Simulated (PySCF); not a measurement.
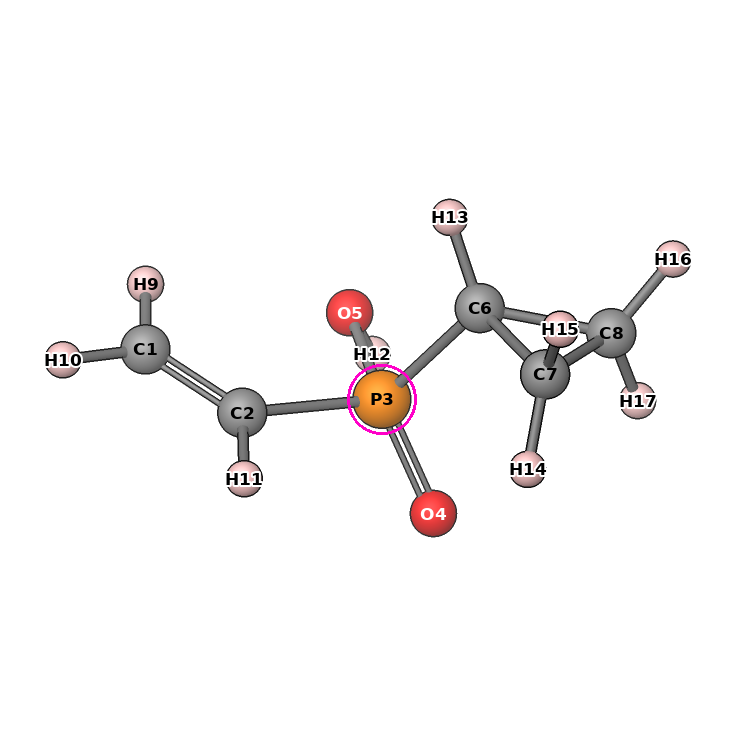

Distant atoms are faded towards the background colour. Circles mark the stereogenic atoms. Computed geometry: GFN2-xTB optimisation. No frequency run is at hand to confirm it as a minimum.

**What are the Cahn–Ingold–Prelog descriptors?**

P3: R.
